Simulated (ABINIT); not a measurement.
## WS2 (Tungstenite): G0W0 with ABINIT, start to end

How does a plane-wave GW calculation on WS2 (Tungstenite) run from the first input to the gap?

Calculated with ABINIT 10.8.3; PBE and many-body steps on it, plane waves.

**1. The structure**

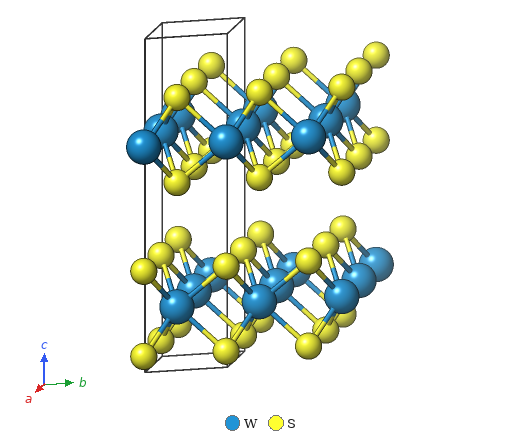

The starting structure, seen slightly off an axis (tungsten blue, sulfur yellow). 3×3×1 cells are drawn.

The cell and positions come from the Crystallography Open Database and are kept as given unless a step says otherwise.

**2. Ground state**

This step: ABINIT 10.8.3; DFT, PBE with spin-orbit coupling, plane waves, norm-conserving pseudopotentials.

The ground-state density comes first.

run.abi

```
acell 3*1.0 Angstrom
rprim 
  3.153199999992 0.000000000002 0.000000000000
  -1.576599999998 2.730751303206 0.000000000000
  0.000000000000 0.000000000000 12.323000000000
ntypat 2
znucl 74 16
natom 6
typat 1 1 2 2 2 2
xred 
  0.333333333333 0.666666666667 0.250000000000
  0.666666666667 0.333333333333 0.750000000000
  0.333333333333 0.666666666667 0.622500000000
  0.666666666667 0.333333333333 0.122500000000
  0.333333333333 0.666666666667 0.877500000000
  0.666666666667 0.333333333333 0.377500000000
pp_dirpath "pseudos"
pseudos "W.upf, S.upf"
ecut 31
nspinor 2
ngkpt 6 6 2
nshiftk 1
shiftk 0 0 0
kptopt 1
chksymbreak 0
nband 66
occopt 1
tolvrs 1e-10
nstep 60
prtwf 0
indata_prefix "in"
outdata_prefix "out"
tmpdata_prefix "tmp"
```

Command:

```sh
$ OMP_NUM_THREADS=1 mpirun -n 4 abinit run.abi > log
```

Numbers of over 12 decimals in the logs are rounded to 6 here.

The program printed:

```text
.Version 10.8.3 of ABINIT. v10.8.2 released Aug 2026.

 Symmetries : space group P6_3/m m c (#194); Bravais hP (primitive hexag.)
================================================================================
 Values of the parameters that define the memory need of the present run
     intxc =       0    ionmov =       0      iscf =       7    lmnmax =      25
     lnmax =      25     mgfft =     120  mpssoang =       7    mqgrid =    5837
     natom =       6  nloc_mem =       1    nspden =       1   nspinor =       2
    nsppol =       1      nsym =      24    n1xccc =    2501    ntypat =       2
    occopt =       1   xclevel =       2
-    mband =          66        mffmem =           1         mkmem =           4
       mpw =        5986          nfft =      108000          nkpt =          14
================================================================================
  Rough estimation (10% accuracy) of disk space for files :
================================================================================

--------------------------------------------------------------------------------
------------- Echo of variables that govern the present computation ------------
--------------------------------------------------------------------------------
 -outvars: echo values of preprocessed input variables --------
            acell      1.8897261259E+00  1.8897261259E+00  1.8897261259E+00 Bohr

      chksymbreak           0
             ecut      3.10000000E+01 Hartree
-          fftalg         312

              ixc     -101130
              kpt      0.00000000E+00  0.00000000E+00  0.00000000E+00
                       1.66666667E-01  0.00000000E+00  0.00000000E+00
                       3.33333333E-01  0.00000000E+00  0.00000000E+00
                       5.00000000E-01  0.00000000E+00  0.00000000E+00
                       1.66666667E-01  1.66666667E-01  0.00000000E+00
                       3.33333333E-01  1.66666667E-01  0.00000000E+00
                       3.33333333E-01  3.33333333E-01  0.00000000E+00
                       0.00000000E+00  0.00000000E+00  5.00000000E-01
                       1.66666667E-01  0.00000000E+00  5.00000000E-01
                       3.33333333E-01  0.00000000E+00  5.00000000E-01
                       5.00000000E-01  0.00000000E+00  5.00000000E-01
[...]
kptrlatt        6    0    0      0    6    0      0    0    2
          kptrlen      3.57521065E+01
P           mkmem           4
            natom           6
            nband          66
            ngfft          30      30     120
             nkpt          14
          nspinor           2
            nstep          60
             nsym          24
           ntypat           2
              occ      1.000000  1.000000  1.000000  1.000000  1.000000  1.000000
                       1.000000  1.000000  1.000000  1.000000  1.000000  1.000000
                       1.000000  1.000000  1.000000  1.000000  1.000000  1.000000
                       1.000000  1.000000  1.000000  1.000000  1.000000  1.000000
                       1.000000  1.000000  1.000000  1.000000  1.000000  1.000000
                       1.000000  1.000000  1.000000  1.000000  1.000000  1.000000
                       1.000000  1.000000  1.000000  1.000000  1.000000  1.000000
                       1.000000  1.000000  1.000000  1.000000  1.000000  1.000000
                       1.000000  1.000000  1.000000  1.000000  0.000000  0.000000
                       0.000000  0.000000  0.000000  0.000000  0.000000  0.000000
                       0.000000  0.000000  0.000000  0.000000  0.000000  0.000000
            prtwf           0
            rprim      3.1532000000E+00  2.0000000000E-12  0.0000000000E+00
[...]
spgroup         194

           tolvrs      1.00000000E-10

             xred      3.3333333333E-01  6.6666666667E-01  2.5000000000E-01
[...]
znucl       74.00000   16.00000

================================================================================

 chkinp: Checking input parameters for consistency.

================================================================================
== DATASET  1 ==================================================================
-   mpi_nproc: 4, omp_nthreads: 1 (-1 if OMP is not activated)

--- !DatasetInfo
iteration_state: {dtset: 1, }
dimensions: {natom: 6, nkpt: 14, mband: 66, nsppol: 1, nspinor: 2, nspden: 1, mpw: 5986, }
cutoff_energies: {ecut:  31.0, pawecutdg:  -1.0, }
electrons: {nelect:   5.20000000E+01, charge:   0.00000000E+00, occopt:   1.00000000E+00, tsmear:   1.00000000E-02, }

 Real(R)+Recip(G) space primitive vectors, cartesian coordinates (Bohr,Bohr^-1):
 R(1)=  5.9586844  0.0000000  0.0000000  G(1)=  0.1678223  0.0968922  0.0000000
 R(2)= -2.9793422  5.1603721  0.0000000  G(2)=  0.0000000  0.1937845  0.0000000
 R(3)=  0.0000000  0.0000000 23.2870950  G(3)=  0.0000000  0.0000000  0.0429422
 Unit cell volume ucvol=  7.1605555E+02 bohr^3
 Angles (23,13,12)=  9.00000000E+01  9.00000000E+01  1.20000000E+02 degrees

 getcut: wavevector=  0.0000  0.0000  0.0000  ngfft=  30  30 120
         ecut(hartree)=     31.000   => boxcut(ratio)=   2.01023

--- Pseudopotential description ------------------------------------------------
[...]
At SCF step   12       vres2   =  3.23E-13 < tolvrs=  1.00E-10 =>converged.

 Cartesian components of stress tensor (hartree/bohr^3)
  sigma(1 1)= -1.50960536E-04  sigma(3 2)=  0.00000000E+00
  sigma(2 2)= -1.50960536E-04  sigma(3 1)=  0.00000000E+00
  sigma(3 3)= -1.52883979E-04  sigma(2 1)=  0.00000000E+00

--- !ResultsGS
iteration_state: {dtset: 1, }
comment   : Summary of ground state results
lattice_vectors:
- [  5.9586844,   0.0000000,   0.0000000, ]
- [ -2.9793422,   5.1603721,   0.0000000, ]
- [  0.0000000,   0.0000000,  23.2870950, ]
lattice_lengths: [   5.95868,    5.95868,   23.28710, ]
lattice_angles: [ 90.000,  90.000, 120.000, ] # degrees, (23, 13, 12)
lattice_volume:   7.1605555E+02
convergence: {deltae:  2.842E-13, res2:  3.233E-13, residm:  7.180E-04, diffor: null, }
etotal    :  -1.96319348E+02
entropy   :   0.00000000E+00
fermie    :   3.50353833E-01
cartesian_stress_tensor: # hartree/bohr^3
- [ -1.50960536E-04,   0.00000000E+00,   0.00000000E+00, ]
- [  0.00000000E+00,  -1.50960536E-04,   0.00000000E+00, ]
- [  0.00000000E+00,   0.00000000E+00,  -1.52883979E-04, ]
pressure_GPa:   4.4603E+00
xred      :
- [  3.3333E-01,   6.6667E-01,   2.5000E-01,  W]
- [  6.6667E-01,   3.3333E-01,   7.5000E-01,  W]
- [  3.3333E-01,   6.6667E-01,   6.2250E-01,  S]
- [  6.6667E-01,   3.3333E-01,   1.2250E-01,  S]
- [  3.3333E-01,   6.6667E-01,   8.7750E-01,  S]
- [  6.6667E-01,   3.3333E-01,   3.7750E-01,  S]
cartesian_forces: # hartree/bohr
- [ -1.55335764E-29,  -1.76648619E-29,  -0.00000000E+00, ]
- [  2.11821496E-29,   3.53297238E-30,  -2.71003628E-31, ]
- [ -1.83578630E-29,  -8.45195700E-29,  -2.74698773E-03, ]
- [  3.81278693E-29,   1.04630336E-28,  -2.74698773E-03, ]
- [ -1.83578630E-29,  -3.23402856E-29,   2.74698773E-03, ]
- [ -7.06071653E-30,   2.63614093E-29,   2.74698773E-03, ]
force_length_stats: {min:   2.14764708E-29, max:   2.74698773E-03, mean:   1.83132515E-03, }

 Integrated electronic density in atomic spheres:
 ------------------------------------------------
 Atom  Sphere_radius  Integrated_density
[...]
================================================================================

 ----iterations are completed or convergence reached----

 Mean square residual over all n,k,spin=   40.171E-07; max=  71.804E-05
 reduced coordinates (array xred) for    6 atoms
[...]
0.666666666667      0.333333333333      0.750000000000
       0.333333333333      0.666666666667      0.622500000000
       0.666666666667      0.333333333333      0.122500000000
       0.333333333333      0.666666666667      0.877500000000
       0.666666666667      0.333333333333      0.377500000000
 rms dE/dt=  3.0155E-02; max dE/dt=  6.3969E-02; dE/dt below (all hartree)
    1       0.000000000000      0.000000000000      0.000000000000
    2      -0.000000000000      0.000000000000      0.000000000000
    3       0.000000000000      0.000000000000      0.063969364287
    4      -0.000000000000     -0.000000000000      0.063969364287
    5       0.000000000000      0.000000000000     -0.063969364287
    6       0.000000000000     -0.000000000000     -0.063969364287

 cartesian coordinates (angstrom) at end:
    1     -1.33e-12     1.820501     3.080750
    2      1.576600     0.910250     9.242250
[...]
cartesian forces (hartree/bohr) at end:
[...]
frms,max,avg= 1.2949424E-03 2.7469877E-03   0.000E+00  0.000E+00  0.000E+00 h/b

 cartesian forces (eV/Angstrom) at end:
[...]
2      0.000000     0.000000    -0.000000
    3     -0.000000    -0.000000    -0.141256
    4      0.000000     0.000000    -0.141256
    5     -0.000000    -0.000000     0.141256
    6     -0.000000     0.000000     0.141256
 frms,max,avg= 6.6588617E-02 1.4125579E-01   0.000E+00  0.000E+00  0.000E+00 e/A
 length scales=  1.889726125908  1.889726125908  1.889726125908 bohr
              =  1.000000000000  1.000000000000  1.000000000000 angstroms
 prteigrs : about to open file out_EIG
 Fermi (or HOMO) energy (hartree) =   0.35035   Average Vxc (hartree)=  -0.41089
 Eigenvalues (hartree) for nkpt=  14  k points:
 kpt#   1, nband= 66, wtk=  0.01389, kpt=  0.0000  0.0000  0.0000 (reduced coord)
  -2.38429   -2.38429   -2.38429   -2.38429   -1.33256   -1.33256   -1.33256   -1.33256
  -0.97596   -0.97596   -0.97595   -0.97595   -0.96952   -0.96952   -0.96952   -0.96952
  -0.22512   -0.22512   -0.21660   -0.21660   -0.16837   -0.16837   -0.15225   -0.15225
   0.06865    0.06865    0.10732    0.10732    0.20749    0.20749    0.21651    0.21651
   0.21697    0.21697    0.22692    0.22692    0.22707    0.22707    0.26274    0.26274
   0.26541    0.26541    0.27117    0.27117    0.27322    0.27322    0.29358    0.29358
   0.30626    0.30626    0.35035    0.35035    0.43073    0.43074    0.43163    0.43166
   0.43234    0.43239    0.43480    0.43518    0.43963    0.43999    0.44252    0.44429
   0.44567    0.44644
 prteigrs : prtvol=0 or 1, do not print more k-points.

--- !EnergyTerms
iteration_state     : {dtset: 1, }
comment             : Components of total free energy in Hartree
kinetic             :  5.64769567632883E+01
hartree             :  5.12362381156079E+01
xc                  : -4.60517972261836E+01
Ewald energy        : -1.20345391836037E+02
psp_core            :  4.31767106438601E+00
local_psp           : -1.73038815878382E+02
non_local_psp       :  3.10857913335473E+01
total_energy        : -1.96319347663773E+02
total_energy_eV     : -5.34212159683795E+03
band_energy         : -1.81397538262969E+01

 Cartesian components of stress tensor (hartree/bohr^3)
  sigma(1 1)= -1.50960536E-04  sigma(3 2)=  0.00000000E+00
  sigma(2 2)= -1.50960536E-04  sigma(3 1)=  0.00000000E+00
  sigma(3 3)= -1.52883979E-04  sigma(2 1)=  0.00000000E+00

-Cartesian components of stress tensor (GPa)         [Pressure=  4.4603E+00 GPa]
- sigma(1 1)= -4.44141230E+00  sigma(3 2)=  0.00000000E+00
- sigma(2 2)= -4.44141230E+00  sigma(3 1)=  0.00000000E+00
- sigma(3 3)= -4.49800196E+00  sigma(2 1)=  0.00000000E+00

== END DATASET(S) ==============================================================
================================================================================

 -outvars: echo values of variables after computation  --------
           etotal     -1.9631934766E+02
            nband          66
             nkpt          14
          spgroup         194
 [... the other variables as echoed above ...]

 Calculation completed.
```

Wall time 5.2 min (4 MPI ranks of Arm Neoverse V1, shared host); peak memory 0.55 GiB; 21 min of CPU time.

This step gave:

```yaml
total_energy: -5342.1216 eV
gap: 0.9353 eV
k_of_the_valence_top: 0, 0, 0
k_of_the_conduction_bottom: 0.1667, 0.1667, 0
least_direct_gap: 1.649 eV
pressure: 4.460 GPa
```

The gap is indirect, with the least direct gap 0.71 eV higher.

The cutoff was set for levels, not for stress, so the pressure can be off by some GPa.

[end of part 1 of 3]

[Paths, hosts, dates, memory and timing lines, banners, echoed tables and standing remarks are left out of the program output.]

[Logs are printed without paths, hosts, clocks, repeated set-up lines and the standing remarks that a program may print on its own settings, such as how far it seeks lower states.]

[Runs of the session that timed out or met a known fault of the program may be left out.]

[Hosts, paths, dates, database ids (printed as entryN), source tags and the programs' standing remarks are cut or masked in the printed files.]

[G0W0 gaps are taken among the corrected bands and points alone; a level outside them can change the order at an edge.]

[Where Ansatz stands beside ABINIT at settings called matched, ABINIT's density can come from a denser mesh and the files from another edition; pairs whose starting gaps differed by over 0.03 eV were left out, so agreement reads better than it is.]
